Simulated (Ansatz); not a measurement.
# (NaCl)2(LiBr)2 [001] superlattice, started as rocksalt type: from the cell to its phonons, part 3 of 3

How does (NaCl)2(LiBr)2 [001] superlattice, started as rocksalt type vibrate, and is this structure a minimum?

Ansatz 0.2.0; DFT PBEsol, scalar-relativistic, plane waves, PAW.

So far. Step 3 (Relaxing to small forces for the phonons): The largest force component left is 0.37 meV/Å and the pressure is 0.001 GPa, within the tolerances set. The cell now holds 20.94 Å³/atom. The relaxed cell has a = 3.901, c = 11.004 Å (conventional setting).

The structure was built from a prototype and need not be the compound's stable phase.

### Step 4. Zone-centre response (continued)

Transverse modes. Lines of the infrared spectrum (strongest = 100):

```
position (cm⁻¹)  label  relative intensity
             56     Eu                 2.2
             61     Eg                 0.0
             78     Eg                 0.0
            104    A1g                 0.0
            108    A2u                 9.2
            144    A1g                 0.0
            150     Eu                 100
            153     Eg                 0.0
            162    A2u                  45
            182    A1g                 0.0
            189     Eu                  37
            193     Eg                 0.0
            238    A1g                 0.0
            244    A2u                  10
```

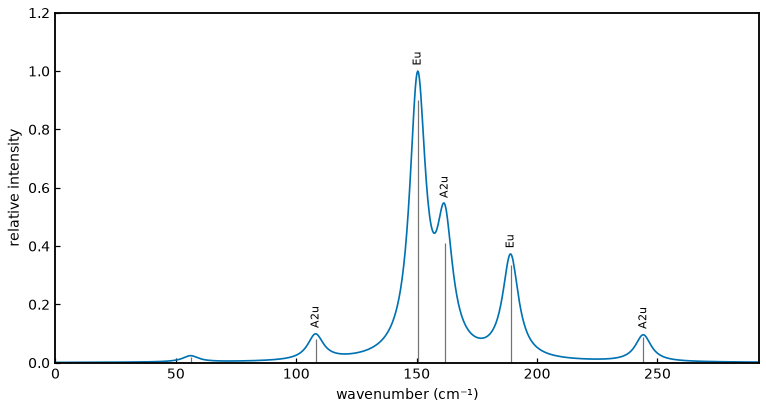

The infrared spectrum, broadened with Lorentzians of width 8 cm⁻¹; bars mark the lines.

Activity x (w_L - w)^4 (n + 1)/w, 532 nm, 300 K; modes without the macroscopic field alone. Raman lines, with heights relative to the strongest:

```
position (cm⁻¹)  label  relative intensity
             56     Eu                 0.0
             61     Eg                  21
             78     Eg                 0.8
            104    A1g                  15
            108    A2u                 0.0
            144    A1g                 1.2
            150     Eu                 0.0
            153     Eg                 0.1
            162    A2u                 0.0
            182    A1g                 2.0
            189     Eu                 0.0
            193     Eg                 0.5
            238    A1g                 100
            244    A2u                 0.0
```

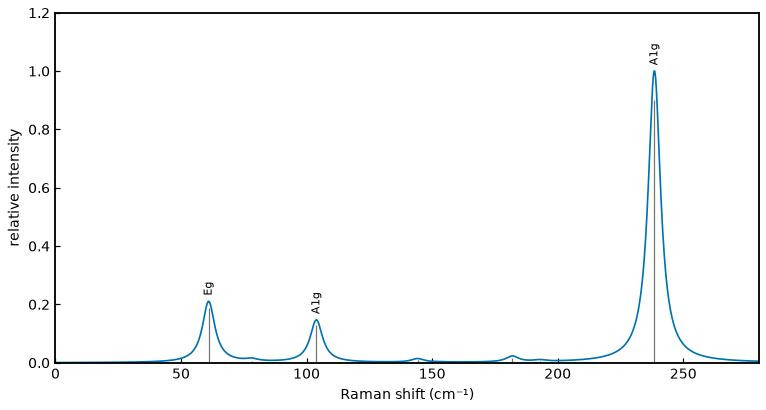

The Raman spectrum, broadened with Lorentzians of width 6 cm⁻¹; bars mark the lines.

Before it was imposed, the acoustic sum rule was missed by 5.5e-4 eV/Å² and the charge sum rule by 0.012 e. Small misses are needed for a sound result but don't prove that mesh and cutoff are converged. The lowest optical mode is real, 56.1 cm⁻¹.

### Step 5. Isotope substitution, element Br, natural mass 79.904 amu

An isotope changes the mass and not the force constants, so no new electronic calculation is needed; the shifts show which modes move this element.

The same force constants with the mass of Br changed from 79.904 to 80.916 u (phonopy, no LO-TO term). Both lists are sorted by frequency; levels can cross, so a row need not hold one and the same mode. Modes under 3 cm⁻¹ are left out. Isotope shifts, by row:

```
    q  rank  natural mass (cm⁻¹)  changed mass (cm⁻¹)
0 0 0     4                56.14                55.99
0 0 0     5                56.14                55.99
0 0 0     6                61.02                 60.8
0 0 0     7                61.02                 60.8
0 0 0     8                78.14                77.95
0 0 0     9                78.14                77.95
0 0 0    10                103.9                103.3
0 0 0    11                  108                107.8
0 0 0    12                144.2                144.2
0 0 0    13                150.4                150.3
0 0 0    14                150.4                150.3
0 0 0    15                153.1                153.1
0 0 0    16                153.1                153.1
0 0 0    17                161.6                161.4
0 0 0    18                181.9                181.8
0 0 0    19                  189                  189
0 0 0    20                  189                  189
0 0 0    21                192.8                192.8
0 0 0    22                192.8                192.8
0 0 0    23                238.5                238.5
0 0 0    24                244.1                  244
```

A mode of this element alone would shift by -0.63 %. The highest zone-centre frequency without the field goes from 244.1 to 244.0 cm⁻¹ (-0.0 %). The product of the frequency ratios over all optical modes at Γ is 0.973; the product rule, (m/m′)^(3k/2) (M′/M)^(3/2) with k = 2 such atoms and M the mass of the cell, gives 0.973.

### Step 6. Another isotope, element Cl, natural mass 35.45 amu

The same for Cl, from 35.45 to 36.97 u.

The same force constants with the mass of Cl changed from 35.450 to 36.966 u (phonopy, no LO-TO term). Both lists are sorted by frequency; levels can cross, so a row need not hold one and the same mode. Modes under 3 cm⁻¹ are left out. Isotope shifts, by row:

```
    q  rank  natural mass (cm⁻¹)  changed mass (cm⁻¹)
0 0 0     4                56.14                55.76
0 0 0     5                56.14                55.76
0 0 0     6                61.02                60.71
0 0 0     7                61.02                60.71
0 0 0     8                78.14                77.61
0 0 0     9                78.14                77.61
0 0 0    10                103.9                103.8
0 0 0    11                  108                106.6
0 0 0    12                144.2                141.5
0 0 0    13                150.4                150.4
0 0 0    14                150.4                150.4
0 0 0    15                153.1                153.1
0 0 0    16                153.1                153.1
0 0 0    17                161.6                161.4
0 0 0    18                181.9                181.8
0 0 0    19                  189                187.3
0 0 0    20                  189                187.3
0 0 0    21                192.8                191.1
0 0 0    22                192.8                191.1
0 0 0    23                238.5                238.2
0 0 0    24                244.1                243.7
```

A mode of this element alone would shift by -2.07 %. The highest zone-centre frequency without the field goes from 244.1 to 243.7 cm⁻¹ (-0.2 %). The product of the frequency ratios over all optical modes at Γ is 0.896; the product rule, (m/m′)^(3k/2) (M′/M)^(3/2) with k = 2 such atoms and M the mass of the cell, gives 0.896.

### Step 7. Another isotope, element Li, natural mass 6.94 amu

The same for Li, from 6.94 to 6.02 u.

The same force constants with the mass of Li changed from 6.940 to 6.015 u (phonopy, no LO-TO term). Both lists are sorted by frequency; levels can cross, so a row need not hold one and the same mode. Modes under 3 cm⁻¹ are left out. Isotope shifts, by row:

```
    q  rank  natural mass (cm⁻¹)  changed mass (cm⁻¹)
0 0 0     4                56.14                56.15
0 0 0     5                56.14                56.15
0 0 0     6                61.02                 61.2
0 0 0     7                61.02                 61.2
0 0 0     8                78.14                78.17
0 0 0     9                78.14                78.17
0 0 0    10                103.9                103.9
0 0 0    11                  108                108.7
0 0 0    12                144.2                144.9
0 0 0    13                150.4                160.9
0 0 0    14                150.4                160.9
0 0 0    15                153.1                163.2
0 0 0    16                153.1                163.9
0 0 0    17                161.6                163.9
0 0 0    18                181.9                183.3
0 0 0    19                  189                  189
0 0 0    20                  189                  189
0 0 0    21                192.8                192.8
0 0 0    22                192.8                192.8
0 0 0    23                238.5                  253
0 0 0    24                244.1                257.2
```

A mode of this element alone would shift by +7.41 %. The highest zone-centre frequency without the field goes from 244.1 to 257.2 cm⁻¹ (+5.4 %). The product of the frequency ratios over all optical modes at Γ is 1.521; the product rule, (m/m′)^(3k/2) (M′/M)^(3/2) with k = 2 such atoms and M the mass of the cell, gives 1.521.

### Step 8. Outcome

```yaml
space_group_after_relaxation_within_0p01_a: P4/nmm
volume_per_atom: 20.9 Å³
gap_on_the_k_mesh: 4.59 eV
highest_optical_mode_at_the_zone_centre_no_lo_to_term: 244 cm⁻¹
top_of_the_zone_centre_spectrum_with_the_field: 304 cm⁻¹
lowest_optical_zone_centre_mode: 56.1 cm⁻¹
mean_high_frequency_dielectric_constant: 3.02
mean_static_dielectric_constant: 11.1
largest_born_charge_third_of_the_trace: 1.20 e
imaginary_modes_at_gamma_the_only_wavevector_solved: none
```

**Reading.** The structure is stable against zone-centre distortions, since no mode there is imaginary; other wavevectors were not solved, so zone-boundary instabilities are untested. Without the field, the optical modes at Γ span 56 to 244 cm⁻¹. No dispersion was computed. The highest mode in this list at Γ, 244.1 cm⁻¹, is mostly motion of Li (70 % of the kinetic energy). With the macroscopic field of the longitudinal modes the top of the zone-centre spectrum lies at 304 cm⁻¹, against 244 cm⁻¹ without it. Lattice motion raises the mean dielectric constant from 3.018 to 11.08. The strongest infrared line is at 150 cm⁻¹. Averaged over orientations, the strongest Raman line at 532 nm and 300 K is at 238 cm⁻¹. The starting cell was built on a prototype and not taken from a measurement, so the phase need not exist. These are harmonic frequencies at zero temperature: anharmonic shifts, linewidths and thermal expansion are left out.

[Logs are printed without paths, hosts, clocks, repeated set-up lines and the standing remarks that a program may print on its own settings, such as how far it seeks lower states.]

[Hosts, paths, dates, database ids (printed as entryN), source tags and the programs' standing remarks are cut or masked in the printed files.]
